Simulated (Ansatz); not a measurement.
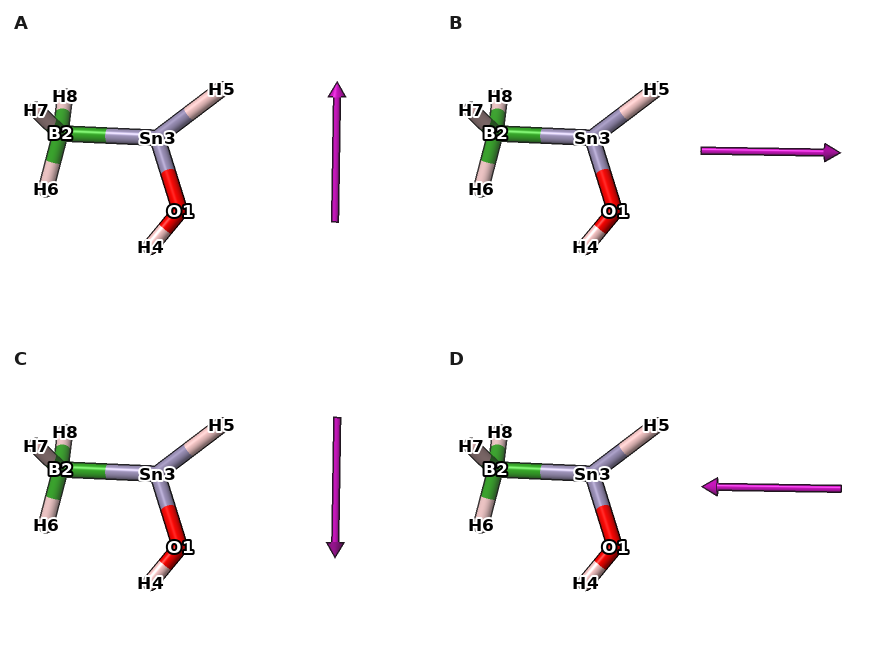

The same molecule four times, each with an arrow. The computed structure is the end point of a PBE0-D4/def2-TZVP optimisation. No frequency run is at hand to confirm it as a minimum. Method: RKS PBE0-D4/def2-TZVP, core potentials on Sn (Ansatz 0.2.0).

Which arrow points along the dipole moment, from the negative to the positive end?

Answer. B. The dipole moment is 1.42 D; it points from the side of H6, H7 to the side of H5 (the outermost atoms at the two ends).
